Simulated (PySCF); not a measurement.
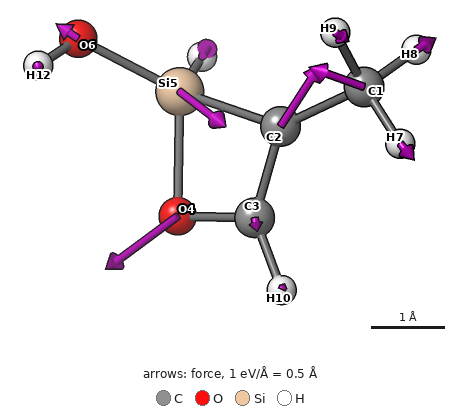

Starting geometry of C3H6O2Si with the computed forces as purple arrows. Style: ball-and-stick. Shown at a tilt.

The start comes from GFN2-xTB. Its atoms were then displaced at random by about 0.01 Å.

Theory: PBE0-D3(BJ)/def2-SVP geometry optimisation, gas phase in PySCF. 

Question: Is this structure relaxed? If not, where do the atoms go?

Answer: It isn't relaxed: the largest force vector, on an O atom, is 2.88 eV/Å. The final displacements have little in common with the starting forces (cosine between the two patterns 0.23). The largest move after the best rigid fit is that of an H atom, 0.33 Å. By element the largest moves are H 0.33 Å, O 0.13 Å, C 0.08 Å, Si 0.08 Å. Among the contacts that change: C–Si 1.900 → 1.849 Å, H–Si 1.429 → 1.480 Å, C–O 1.344 → 1.377 Å, O–Si 1.622 → 1.648 Å. Bond angles that change, for instance: C–O–Si 92.7° → 86.7°, C–Si–O 73.5° → 78.1°, Si–O–H 120.5° → 116.7°. Groups turn about O–Si by about 25°. After 12 geometry steps the energy has fallen by 0.256 eV. The run took 60 s on 1 thread of Arm Neoverse V2 (shared host).
